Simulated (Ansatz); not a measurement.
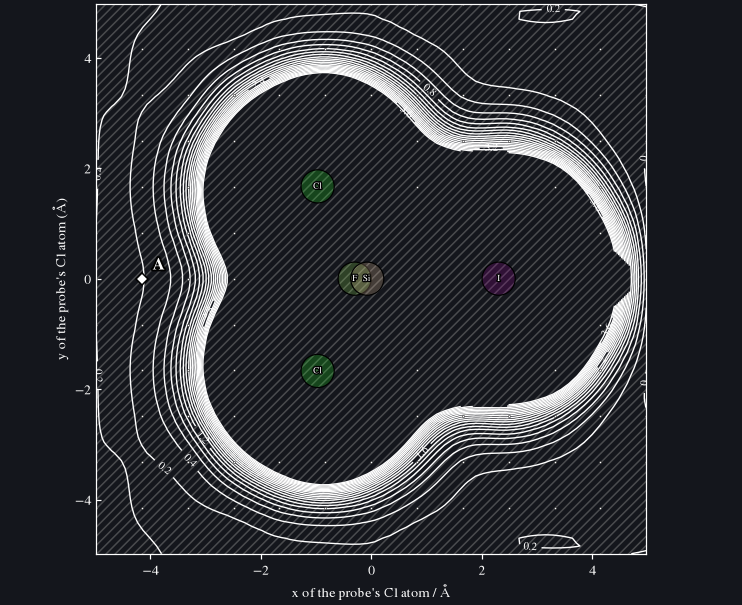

Cl₂FISi (SMILES F[Si](Cl)(Cl)I) with the probe Cl-. 
- The probe is moved over the molecule's main plane.
- The first coordinate is: x of the probe's Cl atom; the second: y of the probe's Cl atom.
- Nothing is relaxed (molecule and probe rigid).
- The grid has 13 × 13 points; 68 points were computed and 63 follow by symmetry. At 38 points there is no value (left out of the scan, as a rule where atoms come close).
- Energies are in eV, from the lowest grid point.
- The calculation used RHF/def2-SVPD in Ansatz 0.2.0.

The picture shows contour lines labelled in eV (none above 3.8), dots at the grid points, labelled circles for the molecule's atoms, projected on the plane, hatched blanks where no value was computed, the point A. Between grid points the surface is interpolated.

Which way does the force act at A, and how strong is it?

A, at x of the probe's Cl atom = −4.15 Å, y of the probe's Cl atom = 0.00 Å, is not a stationary point. The computed force is 0.11 eV/Å in the plane, pointing left in the picture (components −0.11 and 0.00 eV/Å).
